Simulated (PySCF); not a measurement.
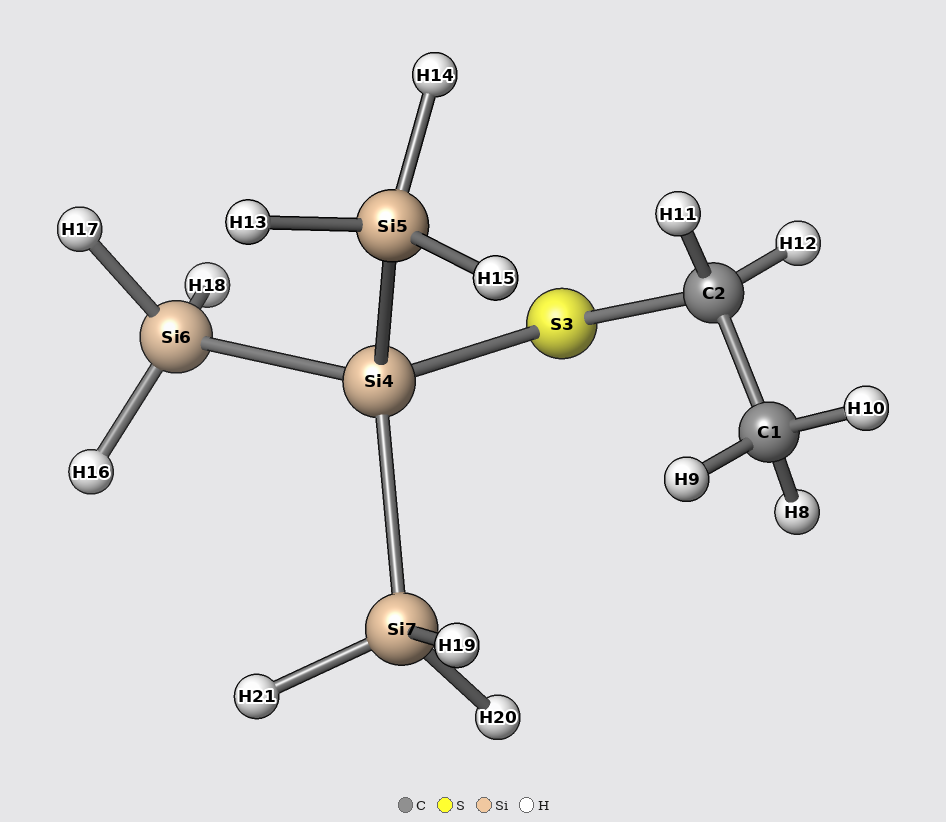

The computed structure is the end point of a GFN2-xTB optimisation. No frequency run is at hand to confirm it as a minimum. Electric field gradients from the ground-state density, PBE0/pcSseg-1 (PySCF 2.14.0), non-relativistic apart from any core potentials.

Give the largest field-gradient component, the quadrupole coupling constant and the asymmetry for 33S at S3 (Q = −67.81 mb), 2H at H8 (Q = 2.86 mb), 2H at H9 (Q = 2.86 mb).

| atom | V_zz (a.u.) | e²qQ/h (MHz) | η |
| --- | --- | --- | --- |
| S3 | −2.412 | 38.4 | 0.71 |
| H8 | 0.311 | 0.209 | 0.02 |
| H9 | 0.313 | 0.210 | 0.03 |

The geometry is semi-empirical. Around Si such bond lengths and angles can be off by a tenth of an ångström or more and by several degrees, and values that hang on the shape move with them.
